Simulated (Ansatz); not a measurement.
Electronic density of states of amorphous Hf32La4O70, density 8.50 g/cm³, on a 2×2×2 Γ-centred mesh with a Gaussian width of 0.1 eV; energies count from the Fermi level, whose place inside the gap is arbitrary. Cell and mesh are small, so fine structure isn't converged. The numbers are results of PBE, scalar-relativistic without spin-orbit coupling (plane waves to 420 eV, PAW; Ansatz, a program for electronic structure), not measurements. Sampling: a 2×2×2 Γ-centred mesh; Fermi-Dirac width 0.02 eV; no spin polarisation. At PBE the levels at the filled edge of the gap are localised (band-tail or defect states), and the nearest spread-out levels lie 4.1 eV apart at the zone centre.

It comes from a melt-quench run on a machine-learned potential (CHGNet), relaxed afterwards by DFT. O atoms were pushed apart under 1.9 Å during the dynamics, to hinder bonds among them. The hot cell started wider than the set density and was brought back towards it in steps. It is the lowest in DFT energy of 4 quenches. It is a model cell: composition and starting density were chosen by hand, and all elements were melted together. No dispersion term was used. Its density started from a set value of 8.21 and ended at 8.50 g/cm³. The quench (nominally 150 K/ps over its main leg) was far faster than any real one, so the model tends to hold more defects than a real film. A cell of this size samples the disorder only roughly. Volume and shape were free in the relaxation.

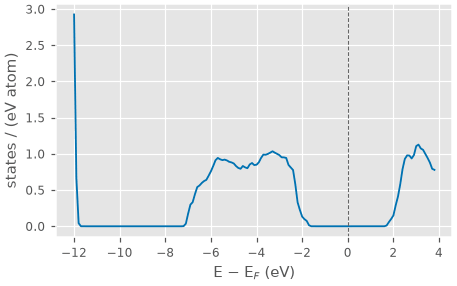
Fig. 1. Density of states per atom

The level gap on this mesh is 3.63 eV; the broadening fills part of it in the curve.
